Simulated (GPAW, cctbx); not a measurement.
## CaNbCdF: deformation density and structure factors from DFT

Aim: compute the bonding part of the density of CaNbCdF, find which reflections carry it, and see how it biases an ordinary refinement.

The start was made by putting kin elements into a known structure type; the compound need not exist, or be stable, in this form. All numbers below are calculated.

## Step 1: Find the equilibrium geometry

The density hangs on the geometry, so cell and atoms are relaxed first, with the symmetry held. The cutoff is set higher than for the density because stress converges slowly with plane waves.

Settings: GPAW 26.7.0, PBE, 900 eV, 5×5×2 k-points (along the axes of the calculation cell), Fermi–Dirac width 0.1 eV, BFGS to 0.03 eV/Å.

```text
cell
1.0
     4.221000000    0.000000000    0.000000000
     0.000000000    4.221000000    0.000000000
     0.000000000    0.000000000    8.842000000
Cd Nb Ca F
2 2 2 2
Direct
0.000000000 0.000000000 0.000000000
0.500000000 0.500000000 0.000000000
0.000000000 0.500000000 0.182300000
0.500000000 0.000000000 0.817700000
0.000000000 0.500000000 0.639700000
0.500000000 0.000000000 0.360300000
0.000000000 0.000000000 0.500000000
0.500000000 0.500000000 0.500000000
```

```console
$ OMP_NUM_THREADS=1 mpirun -n 4 gpaw python run.py > gpaw.log
```

```text
BFGS:    0      -33.508371        1.296318
BFGS:    1      -33.600299        1.178659
BFGS:    2      -33.942639        0.603924
BFGS:    3      -33.956715        0.533587
...
BFGS:   27      -35.521848        0.049057
BFGS:   28      -35.522627        0.051240
BFGS:   29      -35.522747        0.011331
cell  3.7509 3.7509 12.4571  90.00 90.00 90.00
volume 175.261 A^3, largest force 0.008 eV/A, largest stress 0.04 GPa
```

The cell moved far, while the k-mesh and basis were chosen for the start, so the final shape may be somewhat biased.

After 29 steps the volume has changed by +11.3 % and the energy by -2.014 eV; the largest stress left is 0.04 GPa. It took 22 min on 4 cores of Arm Neoverse V1 (shared host), peak memory 2.2 GiB.

Relaxed structure: P4/nmm (no. 129, origin choice 1), a = 3.7509 Å, b = 3.7509 Å, c = 12.4571 Å, α = 90.00°, β = 90.00°, γ = 90.00°.

```
atom  mult.  x    y       z
 Cd1      2  0    0       0
 Nb1      2  0  1/2  0.1875
 Ca1      2  0  1/2  0.6107
  F1      2  0    0     1/2
```

## Step 2: The all-electron density

X-rays see the whole electron density, so the PAW density is rebuilt with its core regions. Subtracting spherical free atoms from the same code cancels the cores and leaves the deformation density Δρ, the part due to bonding.

Settings: PBE, 550 eV, 6×6×2 k-points (along the axes of the calculation cell), Fermi–Dirac width 0.1 eV; primitive cell of 8 atoms.

```console
$ OMP_NUM_THREADS=1 mpirun -n 4 gpaw python run.py > gpaw.log
```

```text
|iter:   1|       0s |  -38.723162 | +0.15 |       |
|iter:   2|       3s |  -36.979197 | -0.81 | -1.08 |
|iter:   3|       6s |  -35.556022 | -1.03 | -1.17 |
...
|iter:  10|      28s |  -35.136925c| -6.37 | -3.94 |
|iter:  11|      31s |  -35.136925c| -7.28 | -4.50c|
|iter:  12|      33s |  -35.136925c| -7.53c| -4.99c|
```

```text
grid (42, 42, 140)  electrons 236.000  moved by bonding 1.998 e
deformation density beyond 0.5 A of the nuclei: max 0.166, min -0.208 e/A^3
atom        x       y       z   Voronoi charge  moment
Cd1    0.0000  0.0000  0.0000     -0.004       0.00
Cd2    0.5000  0.5000  0.0000     -0.004       0.00
Nb3    0.0000  0.5000  0.1875      0.010       0.00
Nb4    0.5000  0.0000  0.8125      0.010       0.00
Ca5    0.0000  0.5000  0.6107      0.080       0.00
Ca6    0.5000  0.0000  0.3893      0.080       0.00
F 7    0.0000  0.0000  0.5000     -0.086       0.00
F 8    0.5000  0.5000  0.5000     -0.086       0.00
mean inner potential of superposed free atoms 16.796 V
total magnetic moment 0.000 muB
```

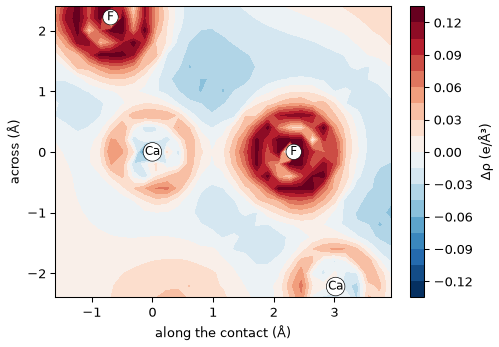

Deformation density in a plane through the shortest contact of the Ca atom at the origin; red gains electrons, blue loses them.

F gains most (-0.09 e) and Ca loses most (+0.08 e), as electronegativity suggests. Such charges fall far short of formal ones, since overlapping free atoms already put density on their neighbours. Along the shortest contact from the Ca atom at the map's origin, Ca–F at 2.33 Å, Δρ is +0.01 e/Å³ at the midpoint and highest, +0.15, 1.72 Å from Ca (points within 0.5 Å of a nucleus left out): little sits at the middle, as in a polar contact, whose build-up shifts to the more electronegative atom. At the midpoints of other shortest contacts it is +0.02 (Cd–Cd, 2.65 Å), -0.02 (F–F, 2.65 Å) and +0.04 (Cd–Nb, 3.00 Å) e/Å³. Point values carry grid noise of about 0.01 e/Å³. The run needed 12 iterations, 45 s.

## Step 3: From the density to structure factors

The Fourier components of Δρ, added to those of the free atoms, give the static X-ray structure factors; the Mott–Bethe relation turns them into the Fourier components V of the potential that fast electrons feel.

```text
static structure factors of the conventional cell: F in electrons, V (Mott-Bethe) in volts
   h  k  l      d  |F| table  |F| free   |F| DFT   change   |V| free  |V| DFT  change %
   0  0  1 12.4571    78.133    78.125    78.018   -0.106     2.215    2.646     19.5
   0  0  2  6.2285    60.505    60.622    60.702    0.080     2.609    2.528     -3.1
   0  0  3  4.1524    20.212    20.433    20.093   -0.340     0.680    0.833     22.6
   1  0  1  3.5916    44.982    44.921    44.479   -0.442     1.758    1.907      8.5
   1  0  2  3.2132    79.532    79.546    79.513   -0.033     4.805    4.814      0.2
   0  0  4  3.1143    68.494    68.365    68.630    0.265     2.076    2.009     -3.2
   1  0  3  2.7834    51.376    51.372    51.253   -0.119     2.999    3.024      0.8
   1  1  0  2.6523     1.942     2.075     1.446   -0.629     1.090    1.206     10.6
   1  1  1  2.5941    62.330    62.360    61.874   -0.486     2.635    2.720      3.2
   0  0  5  2.4914   150.978   150.939   149.542   -1.397     6.589    6.815      3.4
   1  1  2  2.4403   130.776   130.557   130.487   -0.070     5.334    5.345      0.2
   1  0  4  2.3961    53.822    53.772    53.171   -0.601     2.120    2.211      4.3
   1  1  3  2.2352   106.555   106.476   105.556   -0.920     3.604    3.724      3.3
   0  0  6  2.0762   114.399   114.159   113.910   -0.249     4.200    4.228      0.7
```

The largest X-ray change is -1.40 e on 005, 0.9 % of |F|. For electrons V goes as (Z − F)/g², so a change of F counts against Z − F, which is small at low angle and wherever the atoms' terms cancel: |V| of 003 moves by +22.6 % (0.68 to 0.83 V) against -1.7 % in |F|. The last three rows still change by up to 0.92 e; the table stops while the angles are still low. The tabulated Hartree–Fock atoms differ from the free DFT atoms by up to 0.24 e, so the choice of reference atom matters too.

## Step 4: How cheap can the run be?

Cutoff and k-mesh: one is changed at a time, to find what the result needs.

```csv
run,ΔF 005 (e),ΔF 110 (e),ΔF 104 (e),q(F) (e),moved (e),time
550 eV 6×6×2,-1.397,-0.629,-0.601,-0.086,1.998,45 s
250 eV 6×6×2,-1.207,-0.432,-0.601,-0.065,2.766,17 s
350 eV 6×6×2,-1.382,-0.601,-0.601,-0.086,2.086,26 s
750 eV 6×6×2,-1.399,-0.630,-0.601,-0.084,2.000,62 s
550 eV 2×2×1,-1.333,-0.493,-0.644,-0.092,2.015,14 s
550 eV 3×3×1,-1.434,-0.607,-0.631,-0.086,2.013,15 s
```

Within 0.03 e of the base on all three: 350 eV 6×6×2 and 750 eV 6×6×2; the cheapest takes 0.59 of the base's time. The largest error, 0.197 e, comes with 250 eV 6×6×2. The moved charge is off by up to 38 % among these runs. Times are from shared hosts.

## Step 5: Refining ordinary atoms against data with bonding

Routine crystallography fits spherical atoms. To see the bias, intensities are simulated from tabulated atoms plus the DFT change ΔF, so that bonding alone can misfit (11310 reflections of the full sphere, merged to the counts below, to 0.4 Å, 0.5 % proportional noise plus counting noise, assumed isotropic U as listed, Δρ smeared by the mean U) and refined with cctbx over different ranges.

| range | data | R1 | GooF | U Cd1 (true 0.0041) | U Nb1 (true 0.0044) | U Ca1 (true 0.0056) | U F1 (true 0.0071) | largest shift (Å) | Δρ max, min (e/Å³) |
| --- | --- | --- | --- | --- | --- | --- | --- | --- | --- |
| all data | 924 | 0.0040 | 1.05 | 0.0041 | 0.0044 | 0.0056 | 0.0070 | 0.0001 | 0.39, -0.34 |
| low resolution, d > 0.84 | 127 | 0.0034 | 1.48 | 0.0040 | 0.0044 | 0.0056 | 0.0067 | 0.0004 | 0.15, -0.15 |
| high order, d < 0.75 | 759 | 0.0043 | 0.97 | 0.0041 | 0.0044 | 0.0056 | 0.0071 | 0.0001 | 0.39, -0.31 |
| occupancies free, d > 0.7 | 205 | 0.0031 | 1.22 | 0.0041 | 0.0043 | 0.0057 | 0.0081 | 0.0002 | 0.16, -0.16 |

With all data GooF is 1.05, diluted by the many high-angle data; the misfit shows at low resolution; the top residual peak lies 1.88 Å from Cd and 1.88 Å from Cd. No U is off by more than 3 s.u. at low resolution. With Cd1 held at 1 and the scale free, the other occupancies refine to Nb1 0.999(0.001), Ca1 1.002(0.002) and F1 1.028(0.005), on sites that are all full: they absorb part of the misfit, and only ratios to the fixed site mean anything.

## Step 6: Answer

Bonding moves 2.00 e in the primitive cell of CaNbCdF and changes the structure factors of the conventional cell in the table above by at most 1.40 e (005, 0.9 %), and among reflections above 2 % of the strongest by up to 1.7 % (003). The shortest bond, Ca–F, has Δρ = +0.01 e/Å³ at its midpoint, low for a shared bond; with the charge transfer this is a polar contact. Within 0.03 e of the base on all three: 350 eV 6×6×2 and 750 eV 6×6×2; the cheapest takes 0.59 of the base's time. The largest error, 0.197 e, comes with 250 eV 6×6×2. The moved charge is off by up to 38 % among these runs. With all data GooF is 1.05, diluted by the many high-angle data. Limits: static density, frozen cores, no spin–orbit coupling.

[Outputs are excerpts: Python notices, other lines and further rows are left out; steps that failed or that the build refused (PBEsol, TPSS) are not shown.]

[Logs are printed without paths, hosts, clocks, repeated set-up lines and the standing remarks that a program may print on its own settings, such as how far it seeks lower states.]
